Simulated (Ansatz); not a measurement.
# doublet [CH5AlO2]+: levels of theory compared

Wanted: a comparison of 6 runs (UHF/def2-SVP, U-revPBE/def2-SVP, UB3LYP/def2-SVP, UBHLYP/def2-SVP, UBLYP/def2-SVP, UMP2/def2-SVP) of doublet [CH5AlO2]+. 

Program for the calculation: Ansatz 0.2.0.

65 further runs of the same task are left out: 65 set aside as unsound or not needed.

## 1. The structure to begin with

[CH5AlO2]+: 9 atoms, total charge +1, spin state doublet. SMILES of the parent species: `C[Al](O)O`. Geometry: relaxed at PBE0-D4/def2-TZVP. This is one conformer, not always the lowest. That shape belongs to the parent species and isn't relaxed for this state.

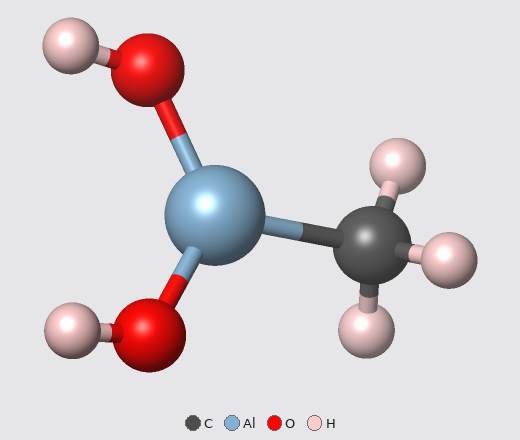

Viewed from a chosen angle; carbon dark grey, aluminium light blue, oxygen red, hydrogen pink.

## 2. The energy at UHF/def2-SVP (run 1)

File in.yaml:

```yaml
crystal:
  periodic: [false, false, false]
  atoms:
    - symbol: C
      position_ang: [-0.025110, 1.109820, -1.034090]
    - symbol: Al
      position_ang: [-0.001290, -0.302910, 0.285630]
    - symbol: O
      position_ang: [0.957740, -1.672870, -0.006720]
    - symbol: O
      position_ang: [-0.933740, -0.131550, 1.694140]
    - symbol: H
      position_ang: [-0.226970, 0.712350, -2.032300]
    - symbol: H
      position_ang: [-0.780650, 1.863510, -0.803740]
    - symbol: H
      position_ang: [0.945840, 1.611200, -1.084700]
    - symbol: H
      position_ang: [1.048330, -2.422320, 0.577320]
    - symbol: H
      position_ang: [-0.984140, -0.767250, 2.404460]
basis:
  gaussian:
    orbitals: def2-SVP
total_charge: 1
magnetization:
  spin_polarized: true
  initial_magnetization: 1
hamiltonian:
  xc: hf
accuracy: high
output:
  orbitals: {seedname: orbitals}
```

The run is started by

```
$ ansatz run in.yaml --threads 1 --pin off --max-ram 3480MiB --events-out events.jsonl --progress --plain --runs-dir runs
```

The log of the run:

```text
Warning: RAYON_NUM_THREADS=1 ignored (pool sized by the plan → 1); use --threads N
Functional definition: HF
  name "HF"
  exchange = exact_x
  correlation = 0
1886 factors; integrals over basis functions are off by at most 1.0e-8 eV
mean field evaluation 1: about -11745.0868 eV, gradient 4.9e1 eV
mean field evaluation 2: about -11745.0930 eV, gradient 4.9e1 eV
mean field evaluation 4: about -11753.8836 eV, gradient 2.6e0 eV
mean field evaluation 8: about -11753.9637 eV, gradient 1.5e-1 eV
mean field evaluation 16: about -11752.6899 eV, gradient 3.2e0 eV
mean field evaluation 32: about -11752.8237 eV, gradient 2.6e-1 eV
mean field evaluation 64: about -11752.8240 eV, gradient 4.9e-2 eV
mean field -11753.96416958 eV, -431.9502161090 hartree, gradient 2.4e-8 eV, S^2 0.755461; 0 other end points of the search recorded, 0 dependent functions left out
reference -11753.96416958 eV, -431.9502161090 hartree; 20, 19 occupied and 65, 66 virtual orbitals, 1886 factors
Total energy: -11753.96416958 eV, -431.9502161090 hartree
```

Wall time 3.6 s (1 thread of AMD EPYC 9R14 (Zen 4), shared host); peak memory 0.29 GiB.

## 3. A single-point energy at U-revPBE/def2-SVP (run 2)

File run.yaml:

```yaml
basis:
  gaussian:
    orbitals: def2-SVP
crystal:
  periodic: [false, false, false]
  atoms:
    - {symbol: C, position_ang: [-0.025110, 1.109820, -1.034090]}
    - {symbol: Al, position_ang: [-0.001290, -0.302910, 0.285630]}
    - {symbol: O, position_ang: [0.957740, -1.672870, -0.006720]}
    - {symbol: O, position_ang: [-0.933740, -0.131550, 1.694140]}
    - {symbol: H, position_ang: [-0.226970, 0.712350, -2.032300]}
    - {symbol: H, position_ang: [-0.780650, 1.863510, -0.803740]}
    - {symbol: H, position_ang: [0.945840, 1.611200, -1.084700]}
    - {symbol: H, position_ang: [1.048330, -2.422320, 0.577320]}
    - {symbol: H, position_ang: [-0.984140, -0.767250, 2.404460]}
total_charge: 1
magnetization:
  spin_polarized: true
  initial_magnetization: 1
hamiltonian:
  xc: {name: revPBE}
accuracy: high
output: {orbitals: {seedname: orbitals}}
```

The run is started by

```
$ ansatz run run.yaml --threads 1 --pin off --max-ram 3480MiB --events-out events.jsonl --progress --plain --runs-dir runs
```

The log of the run:

```text
Warning: RAYON_NUM_THREADS=1 ignored (pool sized by the plan → 1); use --threads N
Functional definition: revPBE
  name "revPBE"
  parameter kappa = 1.245
  parameter beta = 0.06672455060314922
  exchange = pbe_x(kappa = kappa, mu = beta*pi^2/3)
  correlation = pbe_c(beta = beta)
1886 factors; integrals over basis functions are off by at most 1.0e-8 eV
mean field evaluation 1: about -11765.8521 eV, gradient 8.4e1 eV
mean field evaluation 2: about -11581.3759 eV, gradient 1.7e2 eV
mean field evaluation 4: about -11786.4771 eV, gradient 3.5e1 eV
mean field evaluation 8: about -11790.5367 eV, gradient 2.0e1 eV
mean field evaluation 16: about -11793.1957 eV, gradient 3.6e-3 eV
mean field evaluation 32: about -11793.1344 eV, gradient 3.0e0 eV
mean field evaluation 64: about -11793.1950 eV, gradient 6.1e-5 eV
mean field -11793.19566541 eV, -433.3919469888 hartree, gradient 2.5e-8 eV, S^2 0.753399; 6 other end points of the search recorded, 0 dependent functions left out
reference -11793.19567018 eV, -433.3919471639 hartree; 20, 19 occupied and 65, 66 virtual orbitals, 1886 factors
Total energy: -11793.19567018 eV, -433.3919471639 hartree
```

Wall time 16 s (1 thread of AMD EPYC 9R14 (Zen 4), shared host); peak memory 0.3 GiB.

Runs 3 to 5 aren't shown in full; the table further down has their settings and results.

## 4. A single-point energy at UMP2/def2-SVP (run 6)

File input.yaml:

```yaml
crystal:
  periodic: [false, false, false]
  atoms:
    - {symbol: C, position_ang: [-0.025110, 1.109820, -1.034090]}
    - {symbol: Al, position_ang: [-0.001290, -0.302910, 0.285630]}
    - {symbol: O, position_ang: [0.957740, -1.672870, -0.006720]}
    - {symbol: O, position_ang: [-0.933740, -0.131550, 1.694140]}
    - {symbol: H, position_ang: [-0.226970, 0.712350, -2.032300]}
    - {symbol: H, position_ang: [-0.780650, 1.863510, -0.803740]}
    - {symbol: H, position_ang: [0.945840, 1.611200, -1.084700]}
    - {symbol: H, position_ang: [1.048330, -2.422320, 0.577320]}
    - {symbol: H, position_ang: [-0.984140, -0.767250, 2.404460]}
basis:
  gaussian: {orbitals: def2-SVP}
total_charge: 1
magnetization: {spin_polarized: true, initial_magnetization: 1}
correlation: {method: mp2, frozen_orbitals: {Al: 5, C: 1, H: 0, O: 1}}
accuracy: high
```

The run is started by

```
$ ansatz run input.yaml --threads 1 --pin off --max-ram 3480MiB --events-out events.jsonl --progress --plain --runs-dir runs
```

The log of the run, shortened:

```text
Warning: RAYON_NUM_THREADS=1 ignored (pool sized by the plan → 1); use --threads N
Functional definition: HF
  name "HF"
[...]
1886 factors; integrals over basis functions are off by at most 1.0e-8 eV
[...]
mean field -11753.96416958 eV, -431.9502161090 hartree, gradient 2.4e-8 eV, S^2 0.755461; 5 other end points of the search recorded, 0 dependent functions left out
8 core orbitals not correlated: weight in the atoms' cores, before any rotation towards them, 1.000 or more for the frozen orbitals, at most 0.000 for the correlated occupied ones
reference -11753.96416958 eV, -431.9502161090 hartree; 12, 11 occupied and 65, 66 virtual orbitals, 1886 factors
second order -15.07465774 eV of doubles, -0.00000000 eV of singles
Total energy: -11769.03882732 eV, -432.5041995630 hartree
```

It took 6 s on 1 thread of AMD EPYC 9R14 (Zen 4), shared host; peak memory 0.29 GiB.

## 5. The series

| run | level | frozen core orbitals | energy (Eh) | HOMO energy (eV) | LUMO energy (eV) | ⟨S²⟩ | wall time |
| --- | --- | --- | --- | --- | --- | --- | --- |
| 1 | UHF/def2-SVP | – | -431.950216 | -18.29 | -8.64 | 0.755 | 3.6 s |
| 2 | U-revPBE/def2-SVP | – | -433.391947 | -13.41 | -13.38 | 0.753 | 16 s |
| 3 | UB3LYP/def2-SVP | – | -433.516908 | -14.27 | -13.12 | 0.759 | 28 s |
| 4 | UBHLYP/def2-SVP | – | -433.382997 | -15.53 | -12.35 | 0.753 | 14 s |
| 5 | UBLYP/def2-SVP | – | -433.460601 | -13.32 | -13.30 | 0.753 | 15 s |
| 6 | UMP2/def2-SVP | 8 | -432.504200 | – | – | 0.755 | 6 s |

## 6. What came out

| quantity | value |
| --- | --- |
| run 6: total energy | -432.50420 Eh |
| run 6: correlation energy (8 core orbitals frozen) | -554.0 mEh |
| run 6: ⟨S²⟩ of the reference determinant | 0.755 |

What this shows: Totals of different functionals can't be ranked against each other. All runs together took 84 s, the longest 28 s.
